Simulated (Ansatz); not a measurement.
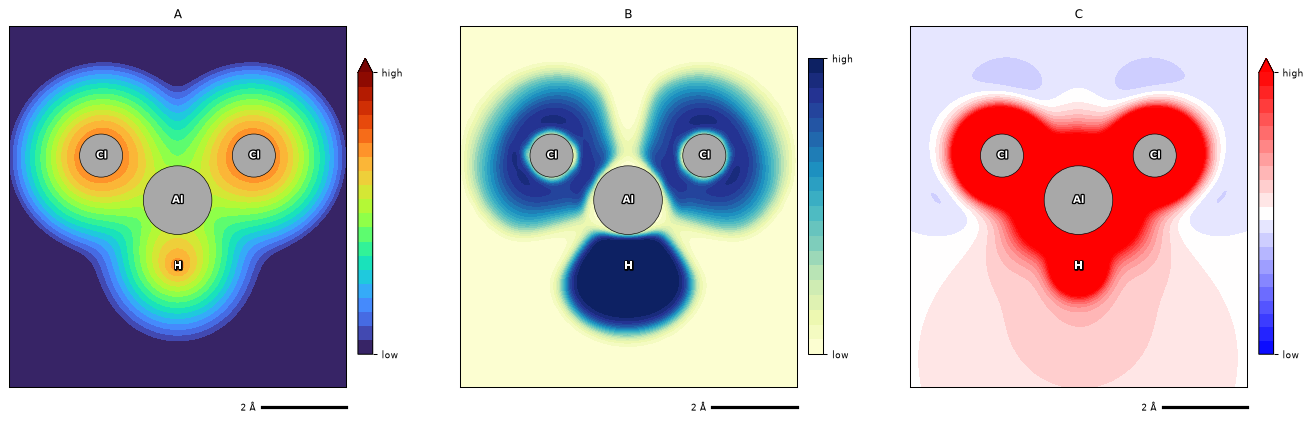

AlCl$_{2}$H···HCl: 3 fields on the plane of atoms Cl3, Al1 and H5, with unlabelled colour scales. Grey discs cover the atomic cores.

Not at a stationary point (largest force 1.7 eV/Å).

Level of theory: Ansatz, RHF/def2-SVP.

Question: Match the panels to the quantities (electron density, electron localisation function and electrostatic potential).

Answer: Panel A: electron density. Panel B: electron localisation function. Panel C: electrostatic potential (strongly positive close to the atoms and fading to about zero outside). From the grid: Al–Cl (2.09 Å): ρ at the midpoint is about 0.73 e/Å³; the ELF peaks at about 0.90 in the valence shell of Cl, 0.9 Å from its nucleus, and is about 0.85 at the midpoint. Al–H (1.56 Å): ρ at the midpoint is about 0.57 e/Å³; the ELF climbs to about 1 towards the hydrogen.
